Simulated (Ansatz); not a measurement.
# Si2H6O + H2O: a complex and its separated parts

Aim: how far the complex at one end of a reaction step lies below its separated, relaxed parts, level by level.

Computed with Ansatz 0.2.0, Gaussian basis. Level: PBE0-D4/def2-TZVP structures, single points in def2-TZVPP, no counterpoise correction.

Levels: SPW92, PBE-D4, BLYP-D4, r2SCAN-D4, B97M-V, PBE0-D4, B3LYP-D4, r2SCAN0-D4, BHLYP-D4, CAM-B3LYP-D4, wB97X-V, wB97M-V, B2PLYP, PBE-QIDH, RPA on PBE, Hartree-Fock, MP2, CCSD, CCSD(T).

Cores are frozen in the correlated methods. B3LYP uses VWN-RPA correlation. B2PLYP carries no dispersion term here.

94 further runs of the same task are left out: 94 set aside as unsound or not needed.

### Step 1. The system as given

The complex: 12 atoms, charge 0, spin multiplicity 1.

Atoms are counted from 1 here; the program's logs count them from 0.

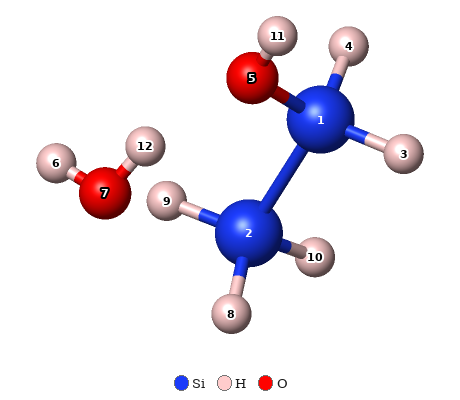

As it starts; silicon blue, hydrogen pink, oxygen red; atoms are numbered from 1 in the order of the file.

As a file:

| atom | x (Å) | y (Å) | z (Å) |
| --- | --- | --- | --- |
| Si1 | -1.29327 | -0.23765 | -0.39109 |
| Si2 | 0.40128 | -1.31838 | 0.80501 |
| H3 | -1.71141 | -1.05530 | -1.56641 |
| H4 | -2.50143 | -0.06647 | 0.46712 |
| O5 | -0.76747 | 1.25932 | -0.91352 |
| H6 | 2.07456 | 1.78288 | 0.58394 |
| O7 | 1.93644 | 1.21534 | -0.17701 |
| H8 | 1.55318 | -1.70236 | -0.04255 |
| H9 | 0.82621 | -0.54102 | 1.99575 |
| H10 | -0.25861 | -2.56673 | 1.29456 |
| H11 | -1.34501 | 1.74241 | -1.50681 |
| H12 | 1.08555 | 1.48804 | -0.54900 |

Its parts: Si2H6O holds atoms 1, 2, 3, 4, 5, 8, 9, 10, 11; H2O holds atoms 6, 7, 12. Each part counts its atoms afresh in its own runs.

### Step 2. Relaxing Si2H6O alone

relax-a/in.yaml

```yaml
crystal:
  periodic: [false, false, false]
  atoms:
    - {symbol: Si, position_ang: [-1.293274, -0.237647, -0.391091]}
    - {symbol: Si, position_ang: [0.401279, -1.318380, 0.805009]}
    - {symbol: H, position_ang: [-1.711413, -1.055302, -1.566405]}
    - {symbol: H, position_ang: [-2.501432, -0.066468, 0.467118]}
    - {symbol: O, position_ang: [-0.767471, 1.259323, -0.913517]}
    - {symbol: H, position_ang: [1.553182, -1.702355, -0.042549]}
    - {symbol: H, position_ang: [0.826212, -0.541016, 1.995750]}
    - {symbol: H, position_ang: [-0.258614, -2.566727, 1.294562]}
    - {symbol: H, position_ang: [-1.345011, 1.742410, -1.506807]}
basis:
  gaussian: {orbitals: def2-TZVP}
hamiltonian: {xc: pbe0, dispersion: d4}
relax: {f_tol: 0.005, max_steps: 200}
```

Run with:

```
$ ansatz run in.yaml --threads 4 --pin off --events-out ev --progress --plain --max-ram 9574MiB
```

What it wrote, shortened:

```text
Functional definition: PBE0
  name "PBE0"
  cite "Adamo & Barone, J. Chem. Phys. 110, 6158 (1999) doi:10.1063/1.478522"
  cite "Perdew, Burke & Ernzerhof, Phys. Rev. Lett. 77, 3865 (1996) doi:10.1103/PhysRevLett.77.3865"
  parent pbe
[...]
951 factors; their error is unknown
[...]
mean field -17893.28583793 eV, -657.5661260392 hartree, gradient 6.8e-5 eV, S^2 0.000000; 0 other end points of the search recorded, 0 dependent functions left out
[...]
reference -17893.28587099 eV, -657.5661272542 hartree; 21, 21 occupied and 120, 120 virtual orbitals, 951 factors
[...]
Atom 1 at     0.354351    -1.330511     0.804148 Å, force     0.002610    -0.000544     0.000814 eV/Å
Atom 2 at    -1.773629    -1.093332    -1.551464 Å, force    -0.000116    -0.000110     0.001085 eV/Å
Atom 3 at    -2.528819    -0.026831     0.454054 Å, force     0.000946    -0.000808     0.000031 eV/Å
Atom 4 at    -0.696953     1.187786    -0.930225 Å, force    -0.002007     0.002017    -0.001659 eV/Å
Atom 5 at     1.535377    -1.600708    -0.058391 Å, force     0.000089     0.000190     0.000832 eV/Å
Atom 6 at     0.782358    -0.508471     1.967237 Å, force     0.000122    -0.000685     0.000245 eV/Å
Atom 7 at    -0.175383    -2.628171     1.306712 Å, force    -0.000398    -0.000811    -0.000047 eV/Å
Atom 8 at    -1.265843     1.761813    -1.445176 Å, force     0.001982    -0.002640     0.001376 eV/Å
Dipole moment:    -0.219991     0.103286    -0.136293 e Å
```

Wall time 10 s (4 threads of Arm Neoverse V1, shared host).

The steps of the relaxation:

| step | energy from step 1 (eV) | largest force component (eV/Å) |
| --- | --- | --- |
| 1 | 0.0000 | 0.6197 |
| 2 | -0.0171 | 0.2966 |
| 3 | -0.0213 | 0.1059 |
| 4 | -0.0230 | 0.0372 |
| 5 | -0.0233 | 0.0090 |
| 6 | -0.0233 | 0.0054 |
| 7 | -0.0234 | 0.0034 |

Distances of close pairs at the start and the end, largest changes first:

| bond | before (Å) | after (Å) | change (Å) |
| --- | --- | --- | --- |
| Si1–O5 | 1.670 | 1.654 | -0.017 |
| Si2–H6 | 1.481 | 1.487 | +0.006 |
| Si2–H8 | 1.494 | 1.489 | -0.005 |
| Si2–H7 | 1.484 | 1.487 | +0.003 |
| Si1–Si2 | 2.339 | 2.338 | -0.001 |
| Si1–H3 | 1.492 | 1.493 | +0.001 |
| Si1–H4 | 1.492 | 1.493 | +0.001 |
| O5–H9 | 0.959 | 0.958 | -0.000 |

### Step 3. Relaxing H2O alone

relax-b/in.yaml

```yaml
crystal:
  periodic: [false, false, false]
  atoms:
    - {symbol: H, position_ang: [2.074557, 1.782881, 0.583943]}
    - {symbol: O, position_ang: [1.936437, 1.215343, -0.177011]}
    - {symbol: H, position_ang: [1.085546, 1.488039, -0.549004]}
basis:
  gaussian: {orbitals: def2-TZVP}
hamiltonian: {xc: pbe0, dispersion: d4}
relax: {f_tol: 0.005, max_steps: 200}
```

Run with:

```
$ ansatz run in.yaml --threads 4 --pin off --events-out ev --progress --plain --max-ram 9574MiB
```

What it wrote, shortened:

```text
[... 5 set-up lines as earlier in the session ...]
[...]
239 factors; their error is unknown
[...]
mean field -2078.33114468 eV, -76.3772608235 hartree, gradient 1.8e-5 eV, S^2 0.000000; 0 other end points of the search recorded, 0 dependent functions left out
[...]
reference -2078.33309054 eV, -76.3773323327 hartree; 5, 5 occupied and 38, 38 virtual orbitals, 239 factors
Total energy: -2078.33734651 eV, -76.3774887365 hartree
Atom 0 at     2.071834     1.783006     0.581896 Å, force     0.000699    -0.000777    -0.000328 eV/Å
Atom 1 at     1.934369     1.214918    -0.179161 Å, force    -0.001715     0.001704     0.000572 eV/Å
Atom 2 at     1.090338     1.488339    -0.544807 Å, force     0.001016    -0.000926    -0.000244 eV/Å
Dipole moment:    -0.260513     0.310268     0.145790 e Å
```

Run time: 0.5 s. Hardware: 4 threads of Arm Neoverse V1, shared host.

Relaxation path:

| step | energy from step 1 (eV) | largest force component (eV/Å) |
| --- | --- | --- |
| 1 | 0.0000 | 0.3813 |
| 2 | -0.0018 | 0.0819 |
| 3 | -0.0019 | 0.0017 |

Close pairs (by a distance rule), those that changed most:

| bond | before (Å) | after (Å) | change (Å) |
| --- | --- | --- | --- |
| O2–H3 | 0.968 | 0.960 | -0.008 |
| H1–O2 | 0.959 | 0.960 | +0.000 |

### Step 4. SPW92/def2-TZVPP

parta/in.yaml

```yaml
crystal:
  periodic: [false, false, false]
  atoms:
    - {symbol: Si, position_ang: [-1.328000, -0.247737, -0.404826]}
    - {symbol: Si, position_ang: [0.354351, -1.330511, 0.804148]}
    - {symbol: H, position_ang: [-1.773629, -1.093332, -1.551464]}
    - {symbol: H, position_ang: [-2.528819, -0.026831, 0.454054]}
    - {symbol: O, position_ang: [-0.696953, 1.187786, -0.930225]}
    - {symbol: H, position_ang: [1.535377, -1.600708, -0.058391]}
    - {symbol: H, position_ang: [0.782358, -0.508471, 1.967237]}
    - {symbol: H, position_ang: [-0.175383, -2.628171, 1.306712]}
    - {symbol: H, position_ang: [-1.265843, 1.761813, -1.445176]}
basis:
  gaussian: {orbitals: def2-TZVPP}
hamiltonian: {xc: lda}
```

partb/in.yaml

```yaml
crystal:
  periodic: [false, false, false]
  atoms:
    - {symbol: H, position_ang: [2.071834, 1.783006, 0.581896]}
    - {symbol: O, position_ang: [1.934369, 1.214918, -0.179161]}
    - {symbol: H, position_ang: [1.090338, 1.488339, -0.544807]}
basis:
  gaussian: {orbitals: def2-TZVPP}
hamiltonian: {xc: lda}
```

One command serves all of them, each in its own folder.

Run with:

```
$ ansatz run in.yaml --threads 4 --pin off --events-out ev --progress --plain --max-ram 9574MiB
```

Output in parta, shortened:

```text
Functional definition: SPW92
  name "SPW92"
  cite "Dirac, Proc. Camb. Phil. Soc. 26, 376 (1930) doi:10.1017/S0305004100016108"
  cite "Slater, Phys. Rev. 81, 385 (1951) doi:10.1103/PhysRev.81.385"
  cite "Perdew & Wang, Phys. Rev. B 45, 13244 (1992) doi:10.1103/PhysRevB.45.13244"
[...]
1081 factors; their error is unknown
[...]
mean field -17823.02696841 eV, -654.9841602076 hartree, gradient 3.8e-5 eV, S^2 0.000000; 0 other end points of the search recorded, 0 dependent functions left out
reference -17823.02700911 eV, -654.9841617032 hartree; 21, 21 occupied and 178, 178 virtual orbitals, 1081 factors
Total energy: -17823.02700911 eV, -654.9841617032 hartree
```

Output in partb, shortened:

```text
[... 5 set-up lines as earlier in the session ...]
[...]
269 factors; their error is unknown
[...]
mean field -2065.39696600 eV, -75.9019385240 hartree, gradient 5.3e-5 eV, S^2 0.000000; 0 other end points of the search recorded, 0 dependent functions left out
reference -2065.39698483 eV, -75.9019392161 hartree; 5, 5 occupied and 54, 54 virtual orbitals, 269 factors
Total energy: -2065.39698483 eV, -75.9019392161 hartree
```

They took 0.7 s (parta), 0.15 s (partb) on 4 threads of Arm Neoverse V1, shared host.

### Step 5. PBE-D4/def2-TZVPP

The same edit goes into each in.yaml of step 4 (parta, partb):

```diff
-hamiltonian: {xc: lda}
+hamiltonian: {xc: pbe, dispersion: d4}
```

One command serves all of them, each in its own folder.

Run with:

```
$ ansatz run in.yaml --threads 4 --pin off --events-out ev --progress --plain --max-ram 9574MiB
```

Log of parta, shortened:

```text
Functional definition: PBE
  name "PBE"
[... 2 set-up lines as earlier in the session ...]
[...]
1081 factors; their error is unknown
[...]
mean field -17891.64723634 eV, -657.5059085416 hartree, gradient 4.0e-5 eV, S^2 0.000000; 0 other end points of the search recorded, 0 dependent functions left out
reference -17891.64727985 eV, -657.5059101405 hartree; 21, 21 occupied and 178, 178 virtual orbitals, 1081 factors
Total energy: -17891.80720406 eV, -657.5117872468 hartree
```

partb printed, shortened:

```text
[... 4 set-up lines as earlier in the session ...]
[...]
269 factors; their error is unknown
[...]
mean field -2078.40760148 eV, -76.3800705592 hartree, gradient 4.7e-5 eV, S^2 0.000000; 0 other end points of the search recorded, 0 dependent functions left out
reference -2078.40762196 eV, -76.3800713116 hartree; 5, 5 occupied and 54, 54 virtual orbitals, 269 factors
Total energy: -2078.41293919 eV, -76.3802667163 hartree
```

Wall times: 1.1 s (parta), 0.15 s (partb) on 4 threads of Arm Neoverse V1, shared host.

### Step 6. BLYP-D4/def2-TZVPP

The same edit goes into each in.yaml of step 5 (parta, partb):

```diff
-hamiltonian: {xc: pbe, dispersion: d4}
+hamiltonian: {xc: {name: BLYP}, dispersion: d4}
```

One command serves all of them, each in its own folder.

Run with:

```
$ ansatz run in.yaml --threads 4 --pin off --events-out ev --progress --plain --max-ram 9574MiB
```

parta printed, shortened:

```text
Functional definition: BLYP
  name "BLYP"
  cite "Becke, Phys. Rev. A 38, 3098 (1988) doi:10.1103/PhysRevA.38.3098"
  cite "Lee, Yang & Parr, Phys. Rev. B 37, 785 (1988) doi:10.1103/PhysRevB.37.785"
[...]
1081 factors; their error is unknown
[...]
mean field -17901.57017664 eV, -657.8705698715 hartree, gradient 8.5e-5 eV, S^2 0.000000; 0 other end points of the search recorded, 0 dependent functions left out
reference -17901.57053900 eV, -657.8705831881 hartree; 21, 21 occupied and 178, 178 virtual orbitals, 1081 factors
Total energy: -17901.91947564 eV, -657.8834063731 hartree
```

Output in partb, shortened:

```text
[... 4 set-up lines as earlier in the session ...]
[...]
269 factors; their error is unknown
[...]
mean field -2080.27681491 eV, -76.4487628856 hartree, gradient 8.9e-5 eV, S^2 0.000000; 0 other end points of the search recorded, 0 dependent functions left out
reference -2080.27700446 eV, -76.4487698514 hartree; 5, 5 occupied and 54, 54 virtual orbitals, 269 factors
Total energy: -2080.28984730 eV, -76.4492418174 hartree
```

They took 1.1 s (parta), 0.15 s (partb) on 4 threads of Arm Neoverse V1, shared host.

### Step 7. r2SCAN-D4/def2-TZVPP

Each input of step 6 (parta, partb) changes in the same lines:

```diff
-hamiltonian: {xc: {name: BLYP}, dispersion: d4}
+hamiltonian: {xc: r2scan, dispersion: d4}
```

One command serves all of them, each in its own folder.

Run with:

```
$ ansatz run in.yaml --threads 4 --pin off --events-out ev --progress --plain --max-ram 9574MiB
```

Output in parta, shortened:

```text
Functional definition: r2SCAN
  name "r2SCAN"
  cite "Furness, Kaplan, Ning, Perdew & Sun, J. Phys. Chem. Lett. 11, 8208 (2020) doi:10.1021/acs.jpclett.0c02405"
  cite "Furness, Kaplan, Ning, Perdew & Sun, J. Phys. Chem. Lett. 11, 9248 (2020) doi:10.1021/acs.jpclett.0c03077"
  parent r2scan
[...]
1081 factors; their error is unknown
[...]
mean field -17899.81810682 eV, -657.8061824932 hartree, gradient 7.8e-5 eV, S^2 0.000000; 0 other end points of the search recorded, 0 dependent functions left out
reference -17899.81812033 eV, -657.8061829895 hartree; 21, 21 occupied and 178, 178 virtual orbitals, 1081 factors
Total energy: -17899.85612106 eV, -657.8075794906 hartree
```

partb printed, shortened:

```text
[... 5 set-up lines as earlier in the session ...]
[...]
269 factors; their error is unknown
[...]
mean field -2079.58116102 eV, -76.4231980766 hartree, gradient 8.5e-5 eV, S^2 0.000000; 0 other end points of the search recorded, 0 dependent functions left out
reference -2079.58116622 eV, -76.4231982679 hartree; 5, 5 occupied and 54, 54 virtual orbitals, 269 factors
Total energy: -2079.58243879 eV, -76.4232450339 hartree
```

Times: 2.3 s (parta), 0.45 s (partb) on 4 threads of Arm Neoverse V1, shared host.

### Step 8. B97M-V/def2-TZVPP

The same edit goes into each in.yaml of step 7 (parta, partb):

```diff
-hamiltonian: {xc: r2scan, dispersion: d4}
+hamiltonian: {xc: {name: B97M-V}}
```

One command serves all of them, each in its own folder.

Run with:

```
$ ansatz run in.yaml --threads 4 --pin off --events-out ev --progress --plain --max-ram 9574MiB
```

Output in parta, shortened:

```text
Functional definition: B97M-V
  name "B97M-V"
  cite "Mardirossian & Head-Gordon, J. Chem. Phys. 142, 074111 (2015) doi:10.1063/1.4907719"
  cite "Becke, J. Chem. Phys. 107, 8554 (1997) doi:10.1063/1.475007"
  cite "Vydrov & Van Voorhis, J. Chem. Phys. 133, 244103 (2010) doi:10.1063/1.3521275"
  # Of w^i u^j: cxij and so on, Table III.
[...]
  gx(w, u) = cx00 + cx01*u + cx02*u^2 + (cx10 + cx11*u)*w
[...]
  gos(w, u) = cos00 + cos01*u + cos03*u^3 + cos10*w + cos32*w^3*u^2
[...]
      + integral(e_c_pw_mod_opposite_spin*gos(b97_w_opposite, b97_u_opposite)) + vv10(b, c)
1081 factors; their error is unknown
[...]
mean field -17897.70907281 eV, -657.7286769229 hartree, gradient 4.1e-5 eV, S^2 0.000000; 0 other end points of the search recorded, 0 dependent functions left out
reference -17897.70914006 eV, -657.7286793942 hartree; 21, 21 occupied and 178, 178 virtual orbitals, 1081 factors
Total energy: -17897.70914006 eV, -657.7286793942 hartree
```

Output in partb, shortened:

```text
[... 5 set-up lines as earlier in the session ...]
  # Of w^i u^j: cxij and so on, Table III.
[...]
  gx(w, u) = cx00 + cx01*u + cx02*u^2 + (cx10 + cx11*u)*w
[...]
  gos(w, u) = cos00 + cos01*u + cos03*u^3 + cos10*w + cos32*w^3*u^2
[...]
      + integral(e_c_pw_mod_opposite_spin*gos(b97_w_opposite, b97_u_opposite)) + vv10(b, c)
269 factors; their error is unknown
[...]
mean field -2079.93552397 eV, -76.4362206748 hartree, gradient 2.9e-5 eV, S^2 0.000000; 0 other end points of the search recorded, 0 dependent functions left out
reference -2079.93555078 eV, -76.4362216603 hartree; 5, 5 occupied and 54, 54 virtual orbitals, 269 factors
Total energy: -2079.93555078 eV, -76.4362216603 hartree
```

Wall times: 4.9 s (parta), 0.45 s (partb) on 4 threads of Arm Neoverse V1, shared host.

### Step 9. PBE0-D4/def2-TZVPP

Each input of step 8 (parta, partb) changes in the same lines:

```diff
-hamiltonian: {xc: {name: B97M-V}}
+hamiltonian: {xc: pbe0, dispersion: d4}
+output: {orbitals: {seedname: orbitals}}
```

One command serves all of them, each in its own folder.

Run with:

```
$ ansatz run in.yaml --threads 4 --pin off --events-out ev --progress --plain --max-ram 9574MiB
```

parta printed, shortened:

```text
[... 5 set-up lines as earlier in the session ...]
[...]
1087 factors; their error is unknown
[...]
mean field -17893.37651097 eV, -657.5694582121 hartree, gradient 5.1e-5 eV, S^2 0.000000; 0 other end points of the search recorded, 0 dependent functions left out
reference -17893.37654361 eV, -657.5694594113 hartree; 21, 21 occupied and 178, 178 virtual orbitals, 1087 factors
Total energy: -17893.51181957 eV, -657.5744307112 hartree
```

partb printed, shortened:

```text
[... 5 set-up lines as earlier in the session ...]
[...]
269 factors; their error is unknown
[...]
mean field -2078.42782258 eV, -76.3808136709 hartree, gradient 1.4e-5 eV, S^2 0.000000; 0 other end points of the search recorded, 0 dependent functions left out
reference -2078.42783708 eV, -76.3808142039 hartree; 5, 5 occupied and 54, 54 virtual orbitals, 269 factors
Total energy: -2078.43209305 eV, -76.3809706078 hartree
```

They took 1.4 s (parta), 0.15 s (partb) on 4 threads of Arm Neoverse V1, shared host.

### Step 10. B3LYP-D4/def2-TZVPP

Each input of step 9 (parta, partb) changes in the same lines:

```diff
-hamiltonian: {xc: pbe0, dispersion: d4}
-output: {orbitals: {seedname: orbitals}}
+hamiltonian: {xc: {name: B3LYP}, dispersion: d4}
```

One command serves all of them, each in its own folder.

Run with:

```
$ ansatz run in.yaml --threads 4 --pin off --events-out ev --progress --plain --max-ram 9574MiB
```

Output in parta, shortened:

```text
Functional definition: B3LYP
  name "B3LYP"
  cite "Stephens, Devlin, Chabalowski & Frisch, J. Phys. Chem. 98, 11623 (1994) doi:10.1021/j100096a001"
[... 2 set-up lines as earlier in the session ...]
  cite "Vosko, Wilk & Nusair, Can. J. Phys. 58, 1200 (1980) doi:10.1139/p80-159"
[...]
1087 factors; their error is unknown
[...]
mean field -17903.75522425 eV, -657.9508688900 hartree, gradient 8.3e-5 eV, S^2 0.000000; 0 other end points of the search recorded, 0 dependent functions left out
reference -17903.75549444 eV, -657.9508788193 hartree; 21, 21 occupied and 178, 178 virtual orbitals, 1087 factors
Total energy: -17904.01492912 eV, -657.9604128681 hartree
```

Log of partb, shortened:

```text
[... 6 set-up lines as earlier in the session ...]
[...]
269 factors; their error is unknown
[...]
mean field -2080.76396390 eV, -76.4666652809 hartree, gradient 1.5e-5 eV, S^2 0.000000; 0 other end points of the search recorded, 0 dependent functions left out
reference -2080.76410227 eV, -76.4666703658 hartree; 5, 5 occupied and 54, 54 virtual orbitals, 269 factors
Total energy: -2080.77252861 eV, -76.4669800280 hartree
```

Wall times: 1.3 s (parta), 0.2 s (partb) on 4 threads of Arm Neoverse V1, shared host.

### Step 11. r2SCAN0-D4/def2-TZVPP

The same edit goes into each in.yaml of step 10 (parta, partb):

```diff
-hamiltonian: {xc: {name: B3LYP}, dispersion: d4}
+hamiltonian: {xc: {name: r2SCAN0}, dispersion: d4}
```

Each run has its own folder and the same command.

Run with:

```
$ ansatz run in.yaml --threads 4 --pin off --events-out ev --progress --plain --max-ram 9574MiB
```

Output in parta, shortened:

```text
Functional definition: r2SCAN0
  name "r2SCAN0"
  cite "Bursch, Neugebauer, Ehlert & Grimme, J. Chem. Phys. 156, 134105 (2022) doi:10.1063/5.0086040"
[... 3 set-up lines as earlier in the session ...]
[...]
1087 factors; their error is unknown
[...]
mean field -17899.34113811 eV, -657.7886542165 hartree, gradient 4.3e-5 eV, S^2 0.000000; 0 other end points of the search recorded, 0 dependent functions left out
reference -17899.34114888 eV, -657.7886546122 hartree; 21, 21 occupied and 178, 178 virtual orbitals, 1087 factors
Total energy: -17899.38639598 eV, -657.7903174125 hartree
```

Output in partb, shortened:

```text
[... 6 set-up lines as earlier in the session ...]
[...]
269 factors; their error is unknown
[...]
mean field -2079.27469696 eV, -76.4119357303 hartree, gradient 2.1e-5 eV, S^2 0.000000; 0 other end points of the search recorded, 0 dependent functions left out
reference -2079.27470106 eV, -76.4119358810 hartree; 5, 5 occupied and 54, 54 virtual orbitals, 269 factors
Total energy: -2079.27610526 eV, -76.4119874844 hartree
```

They took 2.5 s (parta), 0.45 s (partb) on 4 threads of Arm Neoverse V1, shared host.

### Step 12. BHLYP-D4/def2-TZVPP

The same edit goes into each in.yaml of step 11 (parta, partb):

```diff
-hamiltonian: {xc: {name: r2SCAN0}, dispersion: d4}
+hamiltonian: {xc: {name: BHLYP}, dispersion: d4}
```

One command serves all of them, each in its own folder.

Run with:

```
$ ansatz run in.yaml --threads 4 --pin off --events-out ev --progress --plain --max-ram 9574MiB
```

Log of parta, shortened:

```text
Functional definition: BHLYP
  name "BHLYP"
  cite "Becke, J. Chem. Phys. 98, 1372 (1993) doi:10.1063/1.464304"
[... 2 set-up lines as earlier in the session ...]
[...]
1151 factors; their error is unknown
[...]
mean field -17901.39602134 eV, -657.8641697824 hartree, gradient 6.7e-5 eV, S^2 0.000000; 0 other end points of the search recorded, 0 dependent functions left out
reference -17901.39620370 eV, -657.8641764840 hartree; 21, 21 occupied and 178, 178 virtual orbitals, 1151 factors
Total energy: -17901.60487582 eV, -657.8718450426 hartree
```

Output in partb, shortened:

```text
[... 5 set-up lines as earlier in the session ...]
[...]
295 factors; their error is unknown
[...]
mean field -2079.57887991 eV, -76.4231142474 hartree, gradient 2.0e-5 eV, S^2 0.000000; 0 other end points of the search recorded, 0 dependent functions left out
reference -2079.57897070 eV, -76.4231175841 hartree; 5, 5 occupied and 54, 54 virtual orbitals, 295 factors
Total energy: -2079.58392268 eV, -76.4232995659 hartree
```

Wall times: 1.2 s (parta), 0.2 s (partb) on 4 threads of Arm Neoverse V1, shared host.

(Part 1 of 2 ends here.)
